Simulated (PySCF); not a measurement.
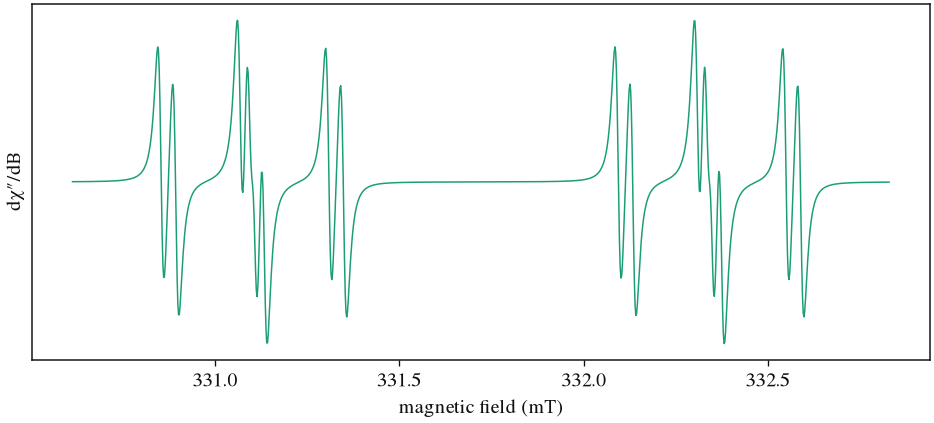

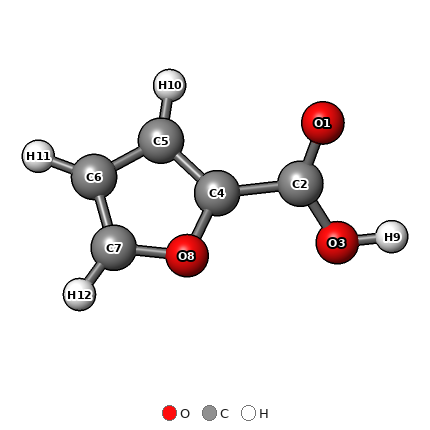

First-order isotropic EPR spectrum (fast tumbling, first derivative) of C₅H₄O₃⁺, SMILES O=C(O)[C+]1[CH]C=CO1, doublet at 9.30 GHz, Lorentzian lines of 0.03 mT full width at half height, from computed g and hyperfine couplings (B3LYP/pcH-1, PySCF 2.14.0, at a GFN2-xTB geometry (no frequency check), gas phase); values of one conformer, averaged over methyl-type rotors alone; other conformers aren't averaged in; no vibrational averaging; dilute isotopes left out. The SMILES is one Lewis form and needn't show where the spin sits.

Q: Which couplings does the calculation give? The spectrum shows the sizes of those above the line width, not their signs.

A:
| nuclei | isotope | a (mT) | a (MHz) |
| --- | --- | --- | --- |
| H12 | ¹H | −1.24 | −34.8 |
| H10 | ¹H | −0.24 | −6.7 |
| H11 | ¹H | −0.22 | −6.1 |
| H9 | ¹H | −0.04 | −1.1 |

Q: What is the g value, and how wide is the spectrum?

A: g_iso = 2.0031, which centres the spectrum at 331.7 mT; it spans 1.7 mT.

Note: the tight-binding geometry is rougher than a DFT one and adds to the error.
